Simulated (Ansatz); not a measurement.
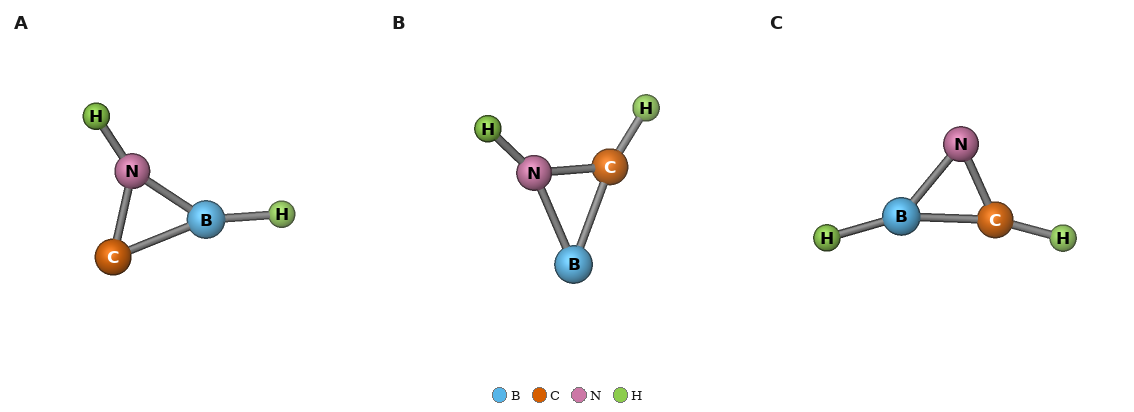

3 stationary structures of one formula. Geometries: PBE0-D4/def2-TZVP. Electronic energies: RHF-CCSD(T) (frozen core)/def2-TZVPP (Ansatz 0.2.0), without zero-point energy. No frequency run is at hand to confirm each as a minimum.

Question: Which is lowest in energy, and by how much?

Answer: C is lowest (Cs); A lies 32.5 kcal/mol above it (Cs), B lies 58.9 kcal/mol above it (Cs).
